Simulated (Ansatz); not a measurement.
System: TiAl3 (I4/mmm, No. 139). Method: PBE-D4 (Ansatz, a first-principles code, plane waves, PAW).

Settings: plane-wave cutoff 520 eV, 20×20×20 k mesh, Fermi–Dirac smearing 0.05 eV, no spin polarisation, scalar-relativistic PAW data made under PBE.

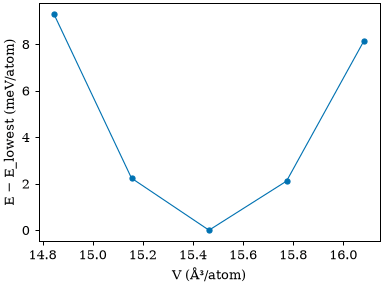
Figure: Total energy against volume

From the curve, estimate the equilibrium volume and the bulk modulus.

V0 ≈ 15.5 Å³/atom and B0 ≈ 110 GPa; the fit gives V0 = 15.464 Å³/atom, B0 = 113 GPa, B′ = 4.1.

Shape and atoms are relaxed at each volume.

Measured, for comparison: equilibrium volume per atom 15.93 Å³/atom (temperature not stated, no zero-point or thermal correction; as tabulated in P. Norby and A. Norlund Christensen, Acta Chemica Scandinavica A40, 157 (1986)). Computed less measured: equilibrium volume per atom -3.0 %.

Computed values are for the static lattice.

Cost on a shared machine: about 7 core-minutes (a rough figure).
